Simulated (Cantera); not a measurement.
Charge: 1 mol SO2, a varied amount of H2, equilibrated at 1650 K and 1.00 Torr.

These are equilibrium values from Cantera (NASA tables, ideal gas, pure condensed phases), not measurements of a reactor. Candidate condensed phases: H2O, H2SO4, S; 19 gas species. Kinetics and transport are ignored.

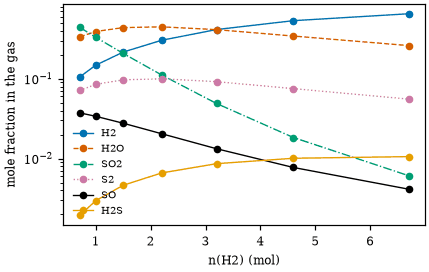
Fig. 1. Equilibrium gas composition (values under 1e-9 drawn at 1e-9)

From 0.71 mol H2 to 6.7 mol H2 nothing is condensed.
